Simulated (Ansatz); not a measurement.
# C2H3ClSi (SMILES ClC1=C[SiH2]1) at 6 levels

We compute a comparison of 6 runs (B3LYP/def2-SVP, BLYP/def2-SVP, HSE06/def2-SVP, PBE0/def2-SVP, SVWN5/def2-SVP, RPA@PBE/def2-SVP) of C2H3ClSi. 

Program for the calculation: Ansatz 0.2.0.

57 further runs of the same task are left out: 57 set aside as unsound or not needed.

## 1. Starting point

C2H3ClSi: 7 atoms, total charge 0, spin state singlet. SMILES: `ClC1=C[SiH2]1`. The C3–H5 distance was set to 1.947 Å, away from the relaxed value. At this shape a bond of the SMILES string is far longer than usual.

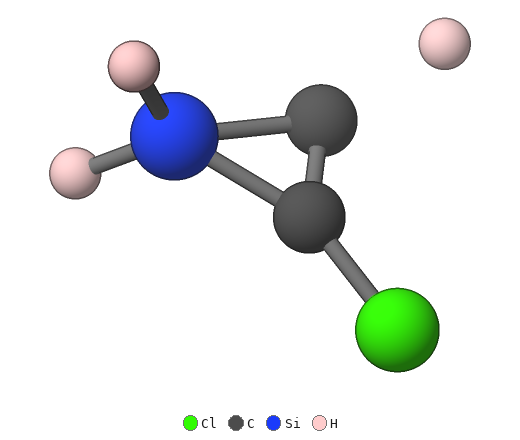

Viewed from a chosen angle; chlorine green, carbon dark grey, silicon blue, hydrogen pink.

## 2. A single-point energy at B3LYP/def2-SVP (run 1)

Contents of molecule.yaml:

```yaml
crystal:
  periodic: [false, false, false]
  atoms:
    - {symbol: Cl, position_ang: [-1.881732, -2.018271, 0.004396]}
    - {symbol: C, position_ang: [-1.070532, -0.544871, -0.243904]}
    - {symbol: C, position_ang: [0.124268, -0.054971, 0.059596]}
    - {symbol: Si, position_ang: [-0.898432, 1.146629, -0.846004]}
    - {symbol: H, position_ang: [1.727500, -0.673800, 0.975600]}
    - {symbol: H, position_ang: [-1.550332, 2.286329, -0.158304]}
    - {symbol: H, position_ang: [-0.664732, 1.441229, -2.279704]}
basis:
  gaussian:
    orbitals: def2-SVP
hamiltonian:
  xc: {name: B3LYP}
output:
  orbitals: {seedname: orbitals}
accuracy: high
```

The run is started by

```
$ ansatz run molecule.yaml --threads 1 --pin off --max-ram 3480MiB --events-out events.jsonl --progress --plain --runs-dir runs
```

What it wrote:

```text
Warning: RAYON_NUM_THREADS=1 ignored (pool sized by the plan → 1); use --threads N
Functional definition: B3LYP
  name "B3LYP"
  parameter a0 = 0.2
  parameter ax = 0.72
  parameter ac = 0.81
  exchange = (1 - a0 - ax)*slater_x + ax*b88_x + a0*exact_x
  correlation = (1 - ac)*vwn_rpa_c + ac*lyp_c
1686 factors; integrals over basis functions are off by at most 8.1e-9 eV
mean field evaluation 1: about -22503.3149 eV, gradient 5.0e1 eV
mean field evaluation 2: about -22486.3566 eV, gradient 8.3e1 eV
mean field evaluation 4: about -22510.1640 eV, gradient 7.3e0 eV
mean field evaluation 8: about -22510.4364 eV, gradient 6.0e-1 eV
mean field evaluation 16: about -22510.4376 eV, gradient 5.3e-5 eV
mean field -22510.43756485 eV, -827.2433223855 hartree, gradient 7.5e-8 eV, S^2 0.000000; 0 other end points of the search recorded, 0 dependent functions left out
reference -22510.43760360 eV, -827.2433238096 hartree; 23, 23 occupied and 56, 56 virtual orbitals, 1686 factors
Total energy: -22510.43760360 eV, -827.2433238096 hartree
```

It took 5.4 s on 1 thread of Arm Neoverse V2, shared host; peak memory 0.24 GiB.

## 3. A single-point energy at BLYP/def2-SVP (run 2)

Contents of in.yaml:

```yaml
crystal:
  periodic: [false, false, false]
  atoms:
    - {symbol: Cl, position_ang: [-1.881732, -2.018271, 0.004396]}
    - {symbol: C, position_ang: [-1.070532, -0.544871, -0.243904]}
    - {symbol: C, position_ang: [0.124268, -0.054971, 0.059596]}
    - {symbol: Si, position_ang: [-0.898432, 1.146629, -0.846004]}
    - {symbol: H, position_ang: [1.727500, -0.673800, 0.975600]}
    - {symbol: H, position_ang: [-1.550332, 2.286329, -0.158304]}
    - {symbol: H, position_ang: [-0.664732, 1.441229, -2.279704]}
basis:
  gaussian: {orbitals: def2-SVP}
hamiltonian: {xc: {name: BLYP}}
output: {orbitals: {seedname: orbitals}}
accuracy: high
```

The run is started by

```
$ ansatz run in.yaml --threads 1 --pin off --max-ram 3480MiB --events-out events.jsonl --progress --plain --runs-dir runs
```

What it wrote:

```text
Warning: RAYON_NUM_THREADS=1 ignored (pool sized by the plan → 1); use --threads N
Functional definition: BLYP
  name "BLYP"
  parameter beta = 0.0042
  parameter a = 0.04918
  parameter b = 0.132
  parameter c = 0.2533
  parameter d = 0.349
  exchange = b88_x(beta = beta)
  correlation = lyp_c(a = a, b = b, c = c, d = d)
1686 factors; integrals over basis functions are off by at most 8.1e-9 eV
mean field evaluation 1: about -22496.6656 eV, gradient 6.5e1 eV
mean field evaluation 2: about -22448.5363 eV, gradient 1.3e2 eV
mean field evaluation 4: about -22507.4311 eV, gradient 1.5e1 eV
mean field evaluation 8: about -22508.5990 eV, gradient 2.5e-1 eV
mean field evaluation 16: about -22508.5955 eV, gradient 1.4e-5 eV
mean field -22508.59547424 eV, -827.1756268043 hartree, gradient 8.1e-8 eV, S^2 0.000000; 0 other end points of the search recorded, 0 dependent functions left out
reference -22508.59552697 eV, -827.1756287423 hartree; 23, 23 occupied and 56, 56 virtual orbitals, 1686 factors
Total energy: -22508.59552697 eV, -827.1756287423 hartree
```

Run time: 4.2 s. Hardware: 1 thread of Arm Neoverse V2, shared host; peak memory 0.19 GiB.

Runs 3 to 5 aren't shown in full; the table further down has their settings and results.

## 4. The energy at RPA@PBE/def2-SVP (run 6)

Contents of run.yaml:

```yaml
crystal:
  periodic: [false, false, false]
  atoms:
    - {symbol: Cl, position_ang: [-1.881732, -2.018271, 0.004396]}
    - {symbol: C, position_ang: [-1.070532, -0.544871, -0.243904]}
    - {symbol: C, position_ang: [0.124268, -0.054971, 0.059596]}
    - {symbol: Si, position_ang: [-0.898432, 1.146629, -0.846004]}
    - {symbol: H, position_ang: [1.727500, -0.673800, 0.975600]}
    - {symbol: H, position_ang: [-1.550332, 2.286329, -0.158304]}
    - {symbol: H, position_ang: [-0.664732, 1.441229, -2.279704]}
basis:
  gaussian:
    orbitals: def2-SVP
hamiltonian:
  xc: pbe
correlation:
  method: rpa
  frozen_orbitals: {C: 1, Cl: 5, H: 0, Si: 5}
accuracy: high
```

The run is started by

```
$ ansatz run run.yaml --threads 1 --pin off --max-ram 3480MiB --events-out events.jsonl --progress --plain --runs-dir runs
```

What it wrote:

```text
Warning: RAYON_NUM_THREADS=1 ignored (pool sized by the plan → 1); use --threads N
Functional definition: PBE
  name "PBE"
  parameter kappa = 0.804
  parameter beta = 0.06672455060314922
  exchange = pbe_x(kappa = kappa, mu = beta*pi^2/3)
  correlation = pbe_c(beta = beta)
1686 factors; integrals over basis functions are off by at most 8.1e-9 eV
mean field evaluation 1: about -22486.6979 eV, gradient 6.2e1 eV
mean field evaluation 2: about -22486.6918 eV, gradient 6.2e1 eV
mean field evaluation 4: about -22497.2266 eV, gradient 1.2e1 eV
mean field evaluation 8: about -22497.8028 eV, gradient 7.4e-1 eV
mean field evaluation 16: about -22497.8052 eV, gradient 9.2e-5 eV
mean field -22497.80517793 eV, -826.7790907287 hartree, gradient 4.4e-8 eV, S^2 0.000000; 0 other end points of the search recorded, 0 dependent functions left out
12 core orbitals not correlated: weight in the atoms' cores, before any rotation towards them, 1.000 or more for the frozen orbitals, at most 0.000 for the correlated occupied ones
reference -22458.75412141 eV, -825.3439908715 hartree; 11, 11 occupied and 56, 56 virtual orbitals, 1686 factors
Total energy: -22481.66467042 eV, -826.1859380183 hartree
```

Wall time 7.8 s (1 thread of Arm Neoverse V2, shared host); peak memory 0.24 GiB.

## 5. All runs side by side

```csv
run,level,frozen core orbitals,energy (Eh),HOMO energy (eV),LUMO energy (eV),HOMO–LUMO gap (eV),wall time
1,B3LYP/def2-SVP,–,-827.243324,-7.30,-2.69,4.61,5.4 s
2,BLYP/def2-SVP,–,-827.175629,-6.32,-3.16,3.16,4.2 s
3,HSE06/def2-SVP,–,-826.820873,-7.15,-2.88,4.27,6.6 s
4,PBE0/def2-SVP,–,-826.839042,-7.53,-2.51,5.03,5.7 s
5,SVWN5/def2-SVP,–,-823.855868,-6.58,-3.36,3.22,2.8 s
6,RPA@PBE/def2-SVP,12,-826.185938,–,–,–,7.8 s
```

## 6. Outcome

| quantity | value |
| --- | --- |
| run 6: total energy | -826.18594 Eh |
| run 6: RPA correlation energy (valence) | -841.9 mEh |

What this shows: Over runs 1, 2, 3, 4, 5 the HOMO–LUMO gap runs from 3.16 eV (BLYP/def2-SVP) to 5.03 eV (PBE0/def2-SVP). Totals of different functionals can't be ranked against each other. In runs 1, 2, 3, 4, 5 a closed-shell determinant meets a far-stretched bond, which it describes badly. All runs together took 33 s, the longest 7.8 s.
